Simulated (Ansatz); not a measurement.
# Lattice dynamics of (GaP)3(MgS)1 [001] superlattice, started as zinc blende, part 2 of 2

Task: relax (GaP)3(MgS)1 [001] superlattice, started as zinc blende, then find its harmonic phonons.

Ansatz 0.2.0; DFT PBEsol, scalar-relativistic, plane waves, PAW.

So far, gap on the k-mesh (eV): step 2 (rough relaxation) 0.302; step 3 (relaxation) 0.297; step 4 (relaxing to small forces for the phonons) 0.298. The relaxed cell has a, b, c = 3.861, 3.907, 11.121 Å (conventional setting).

The structure was built from a prototype and need not be the compound's stable phase.

## Step 5: Zone-centre response

The zone centre is the only wavevector solved here; it holds the modes that light can see, as far as symmetry allows. The response to a homogeneous field gives the Born charges and the dielectric tensor.

File input.yaml:

```yaml
crystal:
  lattice:
    - [2.7303626693, 2.7303626693, 0.0]
    - [-2.7626155035, 2.7626155035, 0.0]
    - [0.0, 0.0, 11.1213291539]
  atoms:
    - { symbol: Ga, position: [0.0, 0.0, 0.0111478275] }
    - { symbol: Ga, position: [0.5, 0.5, 0.252192221] }
    - { symbol: Ga, position: [0.0, 0.0, 0.4951653826] }
    - { symbol: Mg, position: [0.5, 0.5, 0.7426972823] }
    - { symbol: P, position: [0.5, 1.0, 0.1278704546] }
    - { symbol: P, position: [0.0, 0.5, 0.3702291656] }
    - { symbol: P, position: [0.5, 1.0, 0.6119319095] }
    - { symbol: S, position: [0.0, 0.5, 0.8887657566] }
kpoints:
  mp_grid: { grid: [8, 8, 4] }
hamiltonian:
  xc: pbesol
scf:
  occupations: { method: fixed }
output:
  eigenvalues: true
phonons:
  method: dfpt
  dielectric: true
  rigid_motions: translations
```

Command:

```bash
> ansatz run input.yaml --threads 8 --pin off --max-ram 14336MiB --backend cpu --events-out ev --progress --plain --runs-dir out
```

Numbers of over 12 decimals in the logs are rounded to 6 here.

The log of the run:

```text
[...]
Crystal: 8 atoms, lattice volume = 167.775 Å³
Basis set: ecut = 420 eV, 3321 PW (Γ), exchange–correlation on 54×54×150 points (8 copies of the dense FFT grid, shifted against one another)
Bands: 43, of which v1, the nominal top of the filled ones, is band 35 counted from 1 (34 counted from 0)
Symmetry: 4 space group operations
k-points: 132 of 256 (irreducible under 1 space group operation, time reversal used)
[...]
SCF iter   1: F=—  HF=-16250.905043 eV  |F-HF|=—  |Δ(HF+E_count)|=         —  Δρ=4.08e-3  dr2=5.34e-2  ethr=1.77e-3  ⟨swp⟩=5.7  Hψ=20126  notcnv=0  defer=722
[...]
SCF iter  11: F=-16250.884716 eV  HF=-16250.884716 eV  |F-HF|=2.91e-11  |Δ(HF+E_count)|=  6.37e-11  Δρ=1.52e-7  dr2=5.19e-11  ethr=1.00e-12  ⟨swp⟩=17.5  Hψ=44665  notcnv=0
SCF 1 converged in 11 iterations: F = -16250.884716 eV  dr2 = 5.19e-11
[...]
DFPT response loops at Γ: preconditioner auto → Resta (q_TF=auto, 2.358 Å⁻¹)  ε∞=14.2 (no band partly filled); β = 1.00, the filter's whole step (`scf.mixing.beta` (0.50) is not read by the response loops at its default; to damp them type it under 1.00, their step now; it binds the ground state too); Broyden in place of MSR1
── the response to a field inside a basis, on 20×20×8 k-points: an SCF that follows is theirs, and a resumed run solves both again ──
Bands: 36, of which v1, the nominal top of the filled ones, is band 35 counted from 1 (34 counted from 0)
k-points: 400 of 3200 (time reversal used)
[...]
Eigensolver: Dense (400 Hₖ)
SCF iter   1: F=—  HF=-16250.733040 eV  |F-HF|=—  |Δ(HF+E_count)|=         —  Δρ=4.01e-4  dr2=1.22e-4  ethr=1.00e-1
[...]
SCF iter   5: F=-16250.733081 eV  HF=-16250.733081 eV  |F-HF|=6.09e-9  |Δ(HF+E_count)|=   2.73e-7  Δρ=4.20e-6  dr2=6.84e-8  ethr=7.07e-10
SCF 1 converged in 5 iterations: F = -16250.733081 eV  dr2 = 6.84e-8
[...]
WARN: field response: inside a basis, on 20×20×8 points, no mesh in reach settles it: take ε∞, Z* and everything formed from them with what they may err, as stated (eps_inf_uncertainty, zstar_uncertainty_e), and compare with field_mesh: kpoints on a denser kpoints.mp_grid
WARN: field response: ε∞ stands inside a basis, on 20×20×8 points; the force constants stand on the 8×8×4 k-mesh, whose period is 9.37 times the interband length at k = (0.0000, 0.0000, 0.0000), direct gap 0.459 eV, under 14: take them and everything formed from them as unconverged, and compare with a denser kpoints.mp_grid
SCF converged after 11 iterations
Free energy (F): -16250.884716 eV
[...]
Internal energy: -16250.884716 eV  (E = F + TS)
E sigma→0 (E₀):  -16250.884716 eV
Fermi energy:    6.750527 eV
[...]
--- Band table (eV; the first three rows and the last of 132) ---
  k-point 0: bands = [... 31 lower, 5.0837, 5.9285, 6.0486, 6.6945, 7.1536, 7.7735, 8.0057, 8.7666, ... 4 higher]
  k-point 1: bands = [... 31 lower, 5.1364, 5.4592, 5.9928, 6.6387, 7.4203, 7.7996, 8.1307, 8.8029, ... 4 higher]
  k-point 2: bands = [... 31 lower, 5.0643, 5.1903, 5.9302, 6.5811, 7.5721, 7.7934, 8.3453, 8.8589, ... 4 higher]
  k-point 131: bands = [... 31 lower, 3.4033, 3.5699, 4.3125, 4.3923, 8.4963, 8.6105, 8.8293, 9.0064, ... 4 higher]
--- Phonons (Γ-DFPT): 16 representative perturbations + reference, on 132 of 256 k-points (Σ response iterations 56) ---
  k mesh reduced under 1 symmetry operation, with k and −k counted as one. Each operation leaves every solved perturbation unchanged. A smaller set is not considered because the run solves the response to a homogeneous field
  ASR residual: 7.308e-5 → 0.000e0 eV/Å²; symmetrization residual: 2.049e-5 eV/Å²
  ASR residual per site (eV/Å²): 5.56e-5 7.31e-5 5.58e-5 3.03e-5 4.09e-5 2.55e-5 4.26e-5 1.77e-5
  Γ frequencies (cm⁻¹): 0.00 0.00 0.00 69.78 73.06 88.99 90.71 93.22 97.57 143.24 178.29 254.25 272.59 274.91 317.75 320.65 329.50 351.64 354.20 367.09 376.43 385.04 390.32 400.37
  ε∞ (high-frequency dielectric tensor):
        9.744909     0.143838     0.000000
        0.143838     9.744909    -0.000000
        0.000000    -0.000000     9.038882
  ε⁰ (static dielectric tensor: ions relaxed, cell fixed):
       12.937110    -0.535264     0.000000
       -0.535264    12.937110    -0.000000
        0.000000    -0.000000    11.747783
  ε⁰ − ε∞ (ionic part):
        3.192201    -0.679102     0.000000
       -0.679102     3.192201    -0.000000
        0.000000    -0.000000     2.708900
  softest optical mode at Γ: 69.78 cm⁻¹; the repairs (sum rule, projections) moved no ω² at Γ by more than (2.44 cm⁻¹)²
  Born effective charges Z* (e; rows j = field, columns β = displacement):
    site 0:
         2.66100   -0.11136    0.00000
        -0.11136    2.66100   -0.00000
         0.00000   -0.00000    2.20596
    site 1:
         2.09130   -0.11020    0.00000
        -0.11020    2.09130   -0.00000
         0.00000   -0.00000    1.57067
    site 2:
         2.39407   -0.10916   -0.00000
        -0.10916    2.39407   -0.00000
         0.00000   -0.00000    1.68857
    site 3:
         1.60403   -0.02928    0.00000
        -0.02928    1.60403   -0.00000
         0.00000   -0.00000    2.95552
    site 4:
        -2.02207   -0.12300    0.00000
        -0.12300   -2.02207   -0.00000
         0.00000   -0.00000   -1.66676
    site 5:
        -2.09535    0.21510   -0.00000
         0.21510   -2.09535    0.00000
        -0.00000    0.00000   -1.52998
    site 6:
        -2.25322   -0.38125    0.00000
        -0.38125   -2.25322    0.00000
        -0.00000    0.00000   -2.50660
    site 7:
        -2.37976    0.64915   -0.00000
         0.64915   -2.37976    0.00000
        -0.00000   -0.00000   -2.71738
  Z* charge neutrality: 3.236e-2 e pre-enforcement
  solved inside a basis spanned on kpoints, on 20×20×8 k-points, which do not settle them: ε∞ is read to err by 1.6e-1, Z* by 5.6e-2 e (field_mesh: kpoints solves on kpoints); Z* is corrected for what the basis lacks
  optical modes at Γ without the LO–TO term, one row a degenerate level:
      ω (cm⁻¹)  modes    IR ((D/Å)²/amu)
         69.78      1             0.0898
         73.06      1             0.0112
         88.99      1             0.0828
         90.71      1             0.1158
         93.22      1             0.0140
         97.57      1             0.0000
        143.24      1             0.0360
[...]
optical modes at Γ + LO–TO along q̂ = [1.0000, 0.0000, 0.0000]:
      ω (cm⁻¹)  modes    IR ((D/Å)²/amu)
[...]
optical modes at Γ + LO–TO along q̂ = [0.0000, 1.0000, 0.0000]:
      ω (cm⁻¹)  modes    IR ((D/Å)²/amu)
[...]
optical modes at Γ + LO–TO along q̂ = [0.0000, 0.0000, 1.0000]:
      ω (cm⁻¹)  modes    IR ((D/Å)²/amu)
[...]
272.89      1             0.0652
        274.91      1             4.0567
        317.75      1             4.9056
        327.39      1             1.1983
        329.50      1             2.6062
        354.20      1             8.6414
        367.06      1             0.0324
        372.72      1             5.6197
        376.43      1             1.1259
        385.04      1             6.9888
        400.37      1             6.0894
        410.29      1            18.5265
```

Wall time 12 min (8 threads of AMD EPYC 7R43, shared host); peak memory 5.4 GiB.

Reading the cycles: dr2 is the Hartree energy of the density residual (eV), the measure of convergence; HF is the Harris–Foulkes estimate of the energy, which meets the free energy F at convergence.

This step gave:

```
sum-rule residual before enforcement                    : 7.31e-5 eV/Å²
miss of the charge sum rule                             : 0.03236 e
estimated error of the dielectric tensor                : 0.1619
estimated error of the Born charges                     : 0.05609 e
point group                                             : mm2
highest optical mode at the zone centre (no LO-TO term) : 400.4 cm⁻¹
lowest optical zone-centre mode                         : 69.78 cm⁻¹
mean high-frequency dielectric constant                 : 9.510
largest Born charge (third of the trace)                : 2.509 e
mean static dielectric constant                         : 12.54
top of the zone-centre spectrum with the field          : 411.2 cm⁻¹
```

Without the LO-TO term. Patterns of degenerate modes are one choice out of their space. The modes at Γ (shares of kinetic energy by element, %):

| mode | frequency (cm⁻¹) | symmetry | Ga % | Mg % | P % | S % |
| --- | --- | --- | --- | --- | --- | --- |
| 1 | 0.0 | acoustic | 58 | 7 | 26 | 9 |
| 2 | 0.0 | acoustic | 58 | 7 | 26 | 9 |
| 3 | 0.0 | acoustic | 58 | 7 | 26 | 9 |
| 4 | 69.8 | B1 | 56 | 11 | 20 | 12 |
| 5 | 73.1 | B2 | 77 | 1 | 14 | 9 |
| 6 | 89.0 | B2 | 49 | 18 | 31 | 3 |
| 7 | 90.7 | B2 | 48 | 19 | 30 | 2 |
| 8 | 93.2 | B1 | 33 | 32 | 12 | 24 |
| 9 | 97.6 | B1 | 74 | 3 | 21 | 2 |
| 10 | 143.2 | A1 | 71 | 1 | 20 | 8 |
| 11 | 178.3 | A1 | 57 | 12 | 18 | 13 |
| 12 | 254.2 | B2 | 24 | 0 | 3 | 73 |
| 13 | 272.6 | A1 | 55 | 25 | 6 | 14 |
| 14 | 274.9 | B1 | 0 | 46 | 0 | 53 |
| 15 | 317.8 | B2 | 22 | 0 | 78 | 0 |
| 16 | 320.6 | A1 | 9 | 16 | 25 | 50 |
| 17 | 329.5 | B2 | 21 | 0 | 74 | 5 |
| 18 | 351.6 | A1 | 20 | 5 | 75 | 0 |
| 19 | 354.2 | B1 | 29 | 0 | 71 | 0 |
| 20 | 367.1 | A1 | 21 | 1 | 73 | 5 |
| 21 | 376.4 | B1 | 24 | 0 | 76 | 0 |
| 22 | 385.0 | B1 | 26 | 0 | 74 | 0 |
| 23 | 390.3 | A1 | 8 | 33 | 58 | 1 |
| 24 | 400.4 | B2 | 0 | 55 | 45 | 0 |

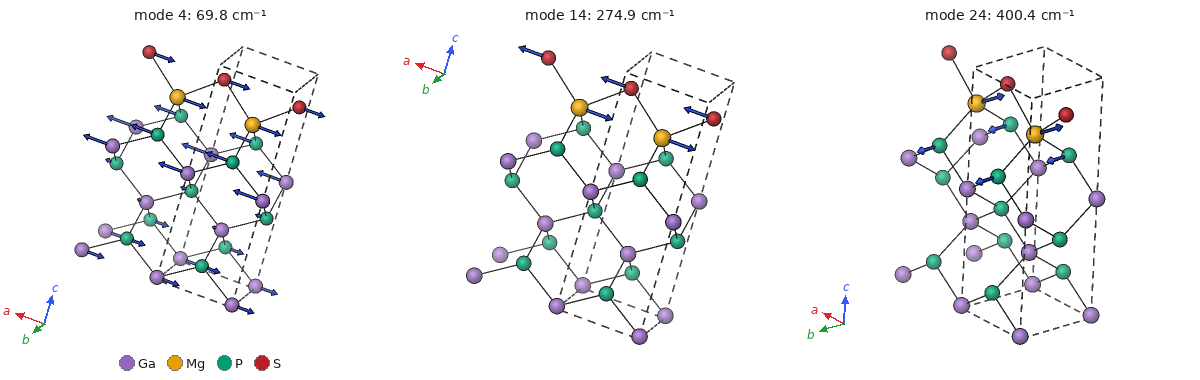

Displacement patterns of modes 4, 14 and 24 at Γ; arrows are exaggerated. 2×1×1 cells are drawn. Some periodic images of atoms are drawn too.

High-frequency dielectric tensor, which the program warns is not settled by the k meshes in reach. Tensor:

```csv
,x,y,z
x,9.745,0.144,0
y,0.144,9.745,0
z,0,0,9.039
```

Static dielectric tensor, which the program warns is not settled by the k meshes in reach. Tensor:

```csv
,x,y,z
x,12.94,-0.535,0
y,-0.535,12.94,0
z,0,0,11.75
```

Optical modes at the zone centre, without and with the macroscopic field of the longitudinal modes; each column is sorted by frequency, so a row need not hold one and the same mode. Modes with and without the field, by row:

```
rank among optical modes  no field (cm⁻¹)  q along (1, 0, 0) (cm⁻¹)  q along (0, 0, 1) (cm⁻¹)
                       1             69.8                      70.1                      69.8
                       2             73.1                      73.1                      73.1
                       3               89                      89.2                        89
                       4             90.7                      91.1                      90.7
                       5             93.2                      93.3                      93.2
                       6             97.6                      97.6                      97.6
                       7            143.2                     143.2                     143.4
                       8            178.3                     178.3                     178.3
                       9            254.2                     262.1                     254.2
                      10            272.6                     272.6                     272.9
                      11            274.9                     280.1                     274.9
                      12            317.8                     320.6                     317.8
                      13            320.6                     321.1                     327.4
                      14            329.5                       332                     329.5
                      15            351.6                     351.6                     354.2
                      16            354.2                     361.3                     367.1
                      17            367.1                     367.1                     372.7
                      18            376.4                     377.1                     376.4
                      19              385                     390.3                       385
                      20            390.3                     390.7                     400.4
                      21            400.4                     411.2                     410.3
```

Born charge (rows field, columns displacement) (e), principal values of the symmetric part by kind of site:

| atom | atoms with these values | low | middle | high | mean |
| --- | --- | --- | --- | --- | --- |
| Ga1 | 1 | 2.21 | 2.55 | 2.77 | 2.51 |
| Ga2 | 1 | 1.57 | 1.98 | 2.20 | 1.92 |
| Ga3 | 1 | 1.69 | 2.28 | 2.50 | 2.16 |
| Mg4 | 1 | 1.57 | 1.63 | 2.96 | 2.05 |
| P5 | 1 | -2.15 | -1.90 | -1.67 | -1.90 |
| P6 | 1 | -2.31 | -1.88 | -1.53 | -1.91 |
| P7 | 1 | -2.63 | -2.51 | -1.87 | -2.34 |
| S8 | 1 | -3.03 | -2.72 | -1.73 | -2.49 |

In full for P7:

```
-2.25 -0.38  0.00
-0.38 -2.25  0.00
 0.00  0.00 -2.51
```

Transverse modes. Lines of the infrared spectrum (strongest = 100):

```
position (cm⁻¹)  label  relative intensity
             70     B1                 0.7
             73     B2                 0.1
             89     B2                 0.6
             91     B2                 0.9
             93     B1                 0.1
             98     B1                 0.0
            143     A1                 0.3
            178     A1                 0.1
            254     B2                  81
            273     A1                 1.6
            275     B1                  31
            318     B2                  37
            321     A1                  53
            330     B2                  20
            352     A1                 100
            354     B1                  65
            367     A1                 0.1
            376     B1                 8.5
            385     B1                  53
            390     A1                  36
            400     B2                  46
```

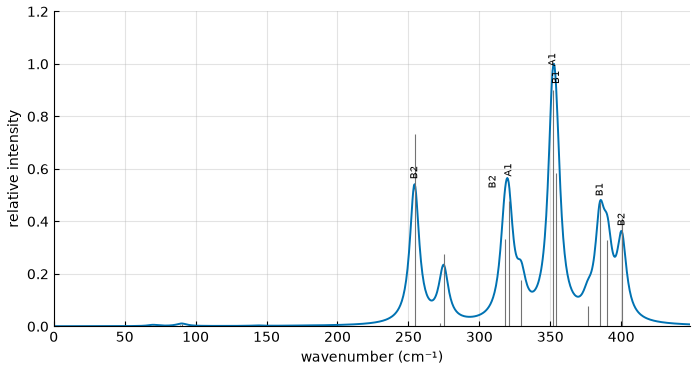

The infrared spectrum, broadened with Lorentzians of width 8 cm⁻¹; bars mark the lines.

Before it was imposed, the acoustic sum rule was missed by 7.3e-5 eV/Å² and the charge sum rule by 0.032 e. The charge miss is large and points to the mesh or the basis. The lowest optical mode is real, 69.8 cm⁻¹.

The log warns of the k mesh: “the force constants stand on the 8×8×4 k-mesh, whose period is 9.37 times the interband length at k = (0.0000, 0.0000, 0.0000), direct gap 0.459 eV, under 14: take them and everything formed from them as unconverged”.

## Step 6: Another isotope, element Ga, natural mass 69.723 amu

An isotope changes the mass and not the force constants, so no new electronic calculation is needed; the shifts show which modes move this element.

The same force constants with the mass of Ga changed from 69.723 to 70.925 u (phonopy, no LO-TO term). Both lists are sorted by frequency; levels can cross, so a row need not hold one and the same mode. Modes under 3 cm⁻¹ are left out. Isotope shifts, by row:

```csv
q,rank,natural mass (cm⁻¹),changed mass (cm⁻¹)
0 0 0,4,69.78,69.45
0 0 0,5,73.06,72.58
0 0 0,6,88.99,88.58
0 0 0,7,90.71,90.38
0 0 0,8,93.22,92.96
0 0 0,9,97.57,96.96
0 0 0,10,143.2,142.4
0 0 0,11,178.3,177.4
0 0 0,12,254.2,253.7
0 0 0,13,272.6,271.3
0 0 0,14,274.9,274.9
0 0 0,15,317.8,317.1
0 0 0,16,320.6,320.4
0 0 0,17,329.5,328.9
0 0 0,18,351.6,351
0 0 0,19,354.2,353.3
0 0 0,20,367.1,366.4
0 0 0,21,376.4,375.7
0 0 0,22,385,384.2
0 0 0,23,390.3,390.1
0 0 0,24,400.4,400.4
```

A mode of this element alone would shift by -0.85 %. The highest zone-centre frequency without the field goes from 400.4 to 400.4 cm⁻¹ (-0.0 %). The product of the frequency ratios over all optical modes at Γ is 0.940; the product rule, (m/m′)^(3k/2) (M′/M)^(3/2) with k = 3 such atoms and M the mass of the cell, gives 0.940.

## Step 7: Another isotope, element Mg, natural mass 24.305 amu

The same for Mg, from 24.30 to 25.98 u.

A mode of this element alone would shift by -3.28 %. The highest zone-centre frequency without the field goes from 400.4 to 393.2 cm⁻¹ (-1.8 %). The product of the frequency ratios over all optical modes at Γ is 0.911; the product rule, (m/m′)^(3k/2) (M′/M)^(3/2) with k = 1 such atoms and M the mass of the cell, gives 0.911.

## Step 8: Another isotope, element S, natural mass 32.06 amu

The same for S, from 32.06 to 33.97 u.

The same force constants with the mass of S changed from 32.060 to 33.968 u (phonopy, no LO-TO term). Both lists are sorted by frequency; levels can cross, so a row need not hold one and the same mode. Modes under 3 cm⁻¹ are left out. Isotope shifts, by row:

```
    q  rank  natural mass (cm⁻¹)  changed mass (cm⁻¹)
0 0 0     4                69.78                69.52
0 0 0     5                73.06                72.87
0 0 0     6                88.99                88.92
0 0 0     7                90.71                90.65
0 0 0     8                93.22                92.57
0 0 0     9                97.57                97.53
0 0 0    10                143.2                142.9
0 0 0    11                178.3                177.6
0 0 0    12                254.2                  249
0 0 0    13                272.6                270.8
0 0 0    14                274.9                271.4
0 0 0    15                317.8                316.2
0 0 0    16                320.6                317.8
0 0 0    17                329.5                329.1
0 0 0    18                351.6                351.6
0 0 0    19                354.2                354.2
0 0 0    20                367.1                366.6
0 0 0    21                376.4                376.4
0 0 0    22                  385                  385
0 0 0    23                390.3                390.2
0 0 0    24                400.4                400.3
```

A mode of this element alone would shift by -2.85 %. The highest zone-centre frequency without the field goes from 400.4 to 400.3 cm⁻¹ (-0.0 %). The product of the frequency ratios over all optical modes at Γ is 0.924; the product rule, (m/m′)^(3k/2) (M′/M)^(3/2) with k = 1 such atoms and M the mass of the cell, gives 0.924.

## Step 9: What came out

```json
{
  "space group after relaxation (within 0.01 Å)": "Pmm2",
  "volume per atom": "21.0 Å³",
  "gap on the k-mesh": "0.298 eV",
  "highest optical mode at the zone centre (no LO-TO term)": "400 cm⁻¹",
  "top of the zone-centre spectrum with the field": "411 cm⁻¹",
  "lowest optical zone-centre mode": "69.8 cm⁻¹",
  "mean high-frequency dielectric constant": "9.51",
  "mean static dielectric constant": "12.5",
  "largest Born charge (third of the trace)": "2.51 e",
  "imaginary modes at Γ (the only wavevector solved)": "none"
}
```

In words: The structure is stable against zone-centre distortions, since no mode there is imaginary; other wavevectors were not solved, so zone-boundary instabilities are untested. Without the field, the optical modes at Γ span 70 to 400 cm⁻¹. No dispersion was computed. With the macroscopic field of the longitudinal modes the top of the zone-centre spectrum lies at 411 cm⁻¹, against 400 cm⁻¹ without it. Lattice motion raises the mean dielectric constant from 9.510 to 12.54. The strongest infrared line is at 352 cm⁻¹. With the field response the log warns that the k mesh is coarse for the force constants too, so the frequencies may not be converged. In this run the field response is not settled by the k meshes in reach, so its dielectric tensor, Born charges and longitudinal modes are rough. The starting cell was built on a prototype and not taken from a measurement, so the phase need not exist. These are harmonic frequencies at zero temperature: anharmonic shifts, linewidths and thermal expansion are left out.

[Logs are printed without paths, hosts, clocks, repeated set-up lines and the standing remarks that a program may print on its own settings, such as how far it seeks lower states.]

[Hosts, paths, dates, database ids (printed as entryN), source tags and the programs' standing remarks are cut or masked in the printed files.]
